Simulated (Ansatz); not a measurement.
```xyz
10

B    -1.4041   -0.4622    0.7871
H     1.2222    0.0060    0.9906
C     1.9573    0.2173    0.1882
H     2.0562   -0.6713   -0.4642
H     1.6146    1.0815   -0.4123
H     2.9390    0.4515    0.6419
C    -1.5073   -0.2043   -0.7322
H    -2.5382   -0.4372   -1.0851
H    -1.2815    0.8633   -0.9565
H    -0.7817   -0.8448   -1.2833
```

Computed with RKS BLYP-D4/def2-SVP (Ansatz 0.2.0).

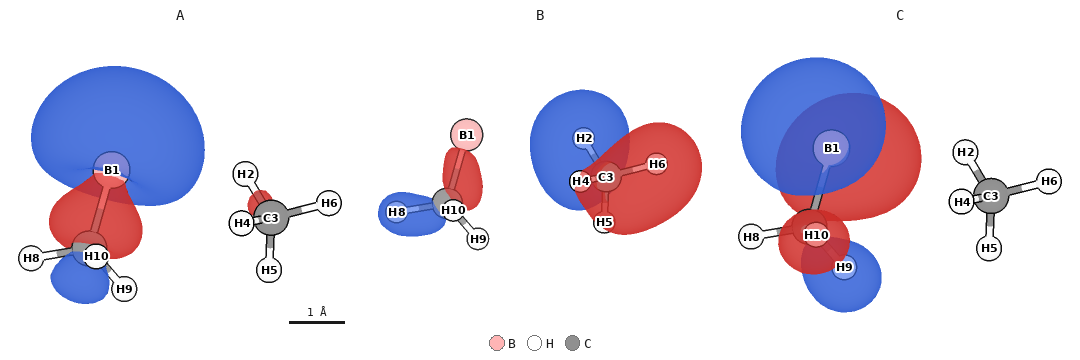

CH3B···CH4. Three frontier orbitals at ±0.1 Å⁻³ᐟ² (red and blue are the two phases), in no order.

**Which picture is the HOMO−1, the HOMO and the LUMO?**

B is the HOMO−1 (−9.21 eV). Its weight (Hirshfeld) is mainly on C3 (about 50 %), H2 (about 25 %) and H6 (about 15 %). A is the HOMO (−4.68 eV). It lies mainly on B1 (about 80 %) and C7 (about 10 %). C is the LUMO (−2.19 eV). By Hirshfeld shares it lies mainly on B1 (about 80 %) and C7 (about 10 %).

**What is the HOMO–LUMO gap?**

2.49 eV between the orbital energies.
